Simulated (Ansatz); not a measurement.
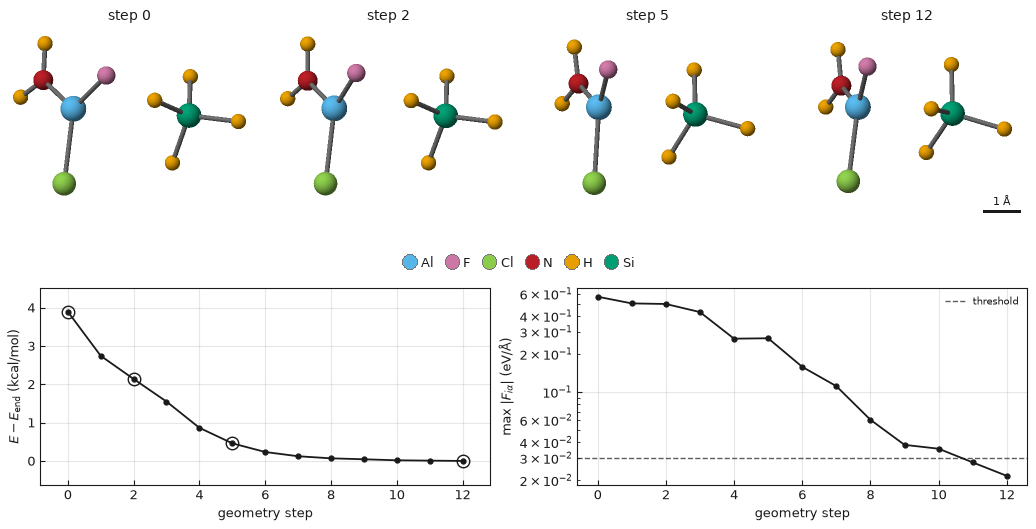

Frames of a relaxation of AlSiNH6ClF, marked on the history of the run. The picture is a ball-and-stick view, seen from a free direction.

The run prepares an end point of a later path (reaction) calculation, from a guessed geometry.

All numbers below come from RKS PBE/def2-SVP in Ansatz 0.2.0.

The input:
```yaml
crystal:
  periodic: [false, false, false]
  atoms:
    - { symbol: Al, position_ang: [-0.028108, -0.360454, -0.113295] }
    - { symbol: F, position_ang: [-0.04831, -0.744849, 1.525889] }
    - { symbol: Cl, position_ang: [1.822687, -0.301361, -1.113502] }
    - { symbol: "N", position_ang: [-1.54407, -0.144672, -0.992672] }
    - { symbol: H, position_ang: [-2.470295, -0.211462, -0.565282] }
    - { symbol: H, position_ang: [-1.621638, 0.01965, -1.997818] }
    - { symbol: Si, position_ang: [0.100706, 2.858489, 1.293912] }
    - { symbol: H, position_ang: [0.858117, 3.357112, 2.490657] }
    - { symbol: H, position_ang: [0.788742, 3.287867, 0.029865] }
    - { symbol: H, position_ang: [-1.308064, 3.376281, 1.310208] }
    - { symbol: H, position_ang: [0.067132, 1.3782, 1.367239] }
basis:
  gaussian: { orbitals: def2-SVP }
hamiltonian:
  xc: pbe
relax:
  f_tol: 0.03
  max_steps: 50
```

Run as
```bash
ansatz run input.yaml --threads 4 --pin off --max-ram 5120MiB --backend cpu --events-out ev --progress --plain --runs-dir out
```

What happens along the run?

Answer. The atom that moves furthest after the best rigid fit is H6 (0.85 Å). By element the largest moves are H 0.85 Å, N 0.62 Å, F 0.57 Å, Si 0.38 Å, Cl 0.31 Å, Al 0.24 Å. Near-neighbour distances that change, for instance: Al1–Si7 3.515 → 3.093 Å, Al1–H11 2.286 → 2.032 Å, Si7–H11 1.482 → 1.529 Å, Al1–N4 1.766 → 1.783 Å. Bond angles that change, for instance: H8–Si7–H11 107.7° → 103.4°, H9–Si7–H10 109.9° → 113.9°. After 12 geometry steps the energy has fallen by 3.90 kcal/mol. The largest force component goes from 0.57 to 0.022 eV/Å. From step 0 to 2: F2 moves most (0.35 Å), energy −1.76 kcal/mol. From step 2 to 5: H9 moves most (0.53 Å), energy −1.68 kcal/mol. From step 5 to 12: H10 moves most (0.26 Å), energy −0.46 kcal/mol.

| step | E − E(0), kcal/mol | largest force component, eV/Å |
| --- | --- | --- |
| 0 | 0.00 | 0.5704 |
| 1 | -1.15 | 0.5048 |
| 2 | -1.76 | 0.4995 |
| 3 | -2.35 | 0.4308 |
| 4 | -3.03 | 0.2651 |
| 5 | -3.44 | 0.2671 |
| 6 | -3.66 | 0.1585 |
| 7 | -3.77 | 0.1115 |
| 8 | -3.83 | 0.0604 |
| 9 | -3.85 | 0.0382 |
| 10 | -3.88 | 0.0356 |
| 11 | -3.89 | 0.0277 |
| 12 | -3.90 | 0.0217 |
